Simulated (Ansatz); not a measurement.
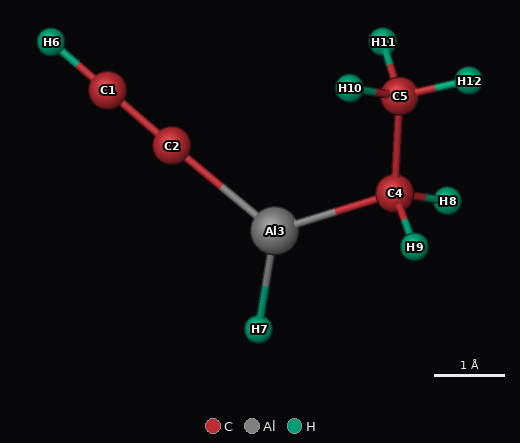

The structure (ball-and-stick view, seen at a tilt; atoms are numbered from 1 in the order of the input). Sticks mark near contacts. Bond lengths as drawn: Al–C 1.91 to 1.95 Å, Al–H 1.58 Å, C–C 1.21 to 1.53 Å and C–H 1.07 to 1.10 Å.

**What a change does: single-point calculation on C4H7Al**

System: C4H7Al.
Method of run A: RKS PBE0-D4/def2-TZVPP (Ansatz 0.2.0).

The geometry comes from this level: PBE0-D4/def2-TZVP. Text and figures count atoms from 1; the logs count them from 0 in places.

**Input, run A**
```yaml
crystal:
  periodic: [false, false, false]
  atoms:
    - {symbol: C, position_ang: [-0.666738, 2.903413, 0.684035]}
    - {symbol: C, position_ang: [-0.203485, 1.817232, 0.954066]}
    - {symbol: Al, position_ang: [0.515744, 0.087907, 1.344097]}
    - {symbol: C, position_ang: [0.425587, -1.312171, -0.013665]}
    - {symbol: C, position_ang: [-0.230855, -0.934387, -1.340453]}
    - {symbol: H, position_ang: [-1.073181, 3.861660, 0.450549]}
    - {symbol: H, position_ang: [1.165067, -0.146969, 2.770428]}
    - {symbol: H, position_ang: [-0.087609, -2.172594, 0.437584]}
    - {symbol: H, position_ang: [1.450299, -1.671857, -0.180770]}
    - {symbol: H, position_ang: [0.290050, -0.105239, -1.825733]}
    - {symbol: H, position_ang: [-1.265433, -0.611380, -1.200299]}
    - {symbol: H, position_ang: [-0.242345, -1.770714, -2.045838]}
basis:
  gaussian: {orbitals: def2-TZVPP}
hamiltonian: {xc: pbe0, dispersion: d4}
output: {orbitals: {seedname: orbitals}}
```

Launched with:
```bash
ansatz run in.yaml --threads 4 --pin off --events-out ev --progress --plain --max-ram 10444MiB
```

Hardware: 4 threads of Arm Neoverse V1, 23 GiB of memory available, shared host.

**Output (run A)**
```
Functional definition: PBE0
  parameter a = 0.25
  parameter kappa = 0.804
  parameter beta = 0.06672455060314922
  exchange = (1 - a)*pbe_x(kappa = kappa, mu = beta*pi^2/3) + a*exact_x
  correlation = pbe_c(beta = beta)
1433 factors; their error is unknown
mean field evaluation 1: about -10838.2958 eV, gradient 7.2e1 eV
mean field evaluation 2: about -10831.2420 eV, gradient 8.5e1 eV
mean field evaluation 4: about -10850.6130 eV, gradient 3.5e0 eV
mean field evaluation 8: about -10850.6484 eV, gradient 5.0e-1 eV
mean field evaluation 16: about -10850.6487 eV, gradient 3.7e-5 eV
mean field -10850.64869638 eV, -398.7539847583 hartree, gradient 3.7e-5 eV, S^2 0.000000; 0 other end points of the search recorded, 0 dependent functions left out
reference -10850.64873408 eV, -398.7539861437 hartree; 22, 22 occupied and 242, 242 virtual orbitals, 1433 factors
Total energy: -10850.83590905 eV, -398.7608646970 hartree
```

For run B the input was changed thus:
```diff
-hamiltonian: {xc: pbe0, dispersion: d4}
+hamiltonian: {xc: {name: wB97X-V}}
```

What does this change do to the results?

The total energies belong to different models, so their difference says nothing on which is more stable or more accurate. The HOMO goes from −7.53 to −9.89 eV. The LUMO goes from −1.46 to 0.46 eV. On the same kind of shared host run B took about 2.8 times as long.

**Output (run B)**
```
Functional definition: wB97X-V
  parameter omega = 0.3/bohr
  parameter cx = 0.167
  parameter cx1 = 0.603
  parameter cx2 = 1.194
  parameter css0 = 0.556
  parameter css1 = -0.257
  parameter cos0 = 1.219
  parameter cos1 = -1.850
  parameter b = 6.0
  parameter c = 0.01
  exchange = spin_sum(e_x_unif_sr(omega)*poly(b97_u_x, 1 - cx, cx1, cx2)) + cx*exact_x_sr(omega) + exact_x_lr(omega)
  correlation = spin_sum(e_c_pw_same_spin*poly(b97_u_same, css0, css1))
      + integral(e_c_pw_opposite_spin*poly(b97_u_opposite, cos0, cos1)) + vv10(b, c)
1421 factors; their error is unknown
366 factors; integrals over basis functions are off by at most 1.1e-5 eV
mean field evaluation 1: about -10850.5574 eV, gradient 5.2e1 eV
mean field evaluation 2: about -10853.6496 eV, gradient 3.7e1 eV
mean field evaluation 4: about -10856.8785 eV, gradient 2.5e0 eV
mean field evaluation 8: about -10856.9015 eV, gradient 3.4e-2 eV
mean field evaluation 16: about -10856.8943 eV, gradient 1.3e-4 eV
mean field -10856.89425097 eV, -398.9835046558 hartree, gradient 2.9e-5 eV, S^2 0.000000; 0 other end points of the search recorded, 0 dependent functions left out
reference -10856.89424858 eV, -398.9835045680 hartree; 22, 22 occupied and 242, 242 virtual orbitals, 1421 factors
Total energy: -10856.89424858 eV, -398.9835045680 hartree
```

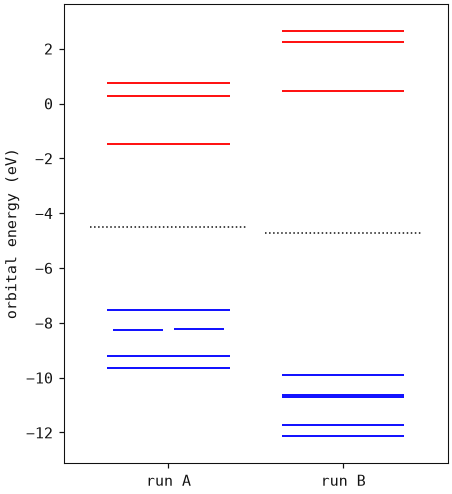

The five highest filled and three lowest empty orbital energies of the two runs; the dotted lines part filled from empty levels. The HOMO–LUMO gap is 6.07 eV in run A and 10.35 eV in run B.

**The two runs side by side**

| quantity | run A | run B |
| --- | --- | --- |
| outcome | converged | converged |
| total energy (hartree) | −398.760865 | −398.983505 |
| HOMO (eV) | −7.53 | −9.89 |
| LUMO (eV) | −1.46 | 0.46 |
| basis functions | 264 | 264 |
| wall time (shared host) | 3 s | 8.5 s |
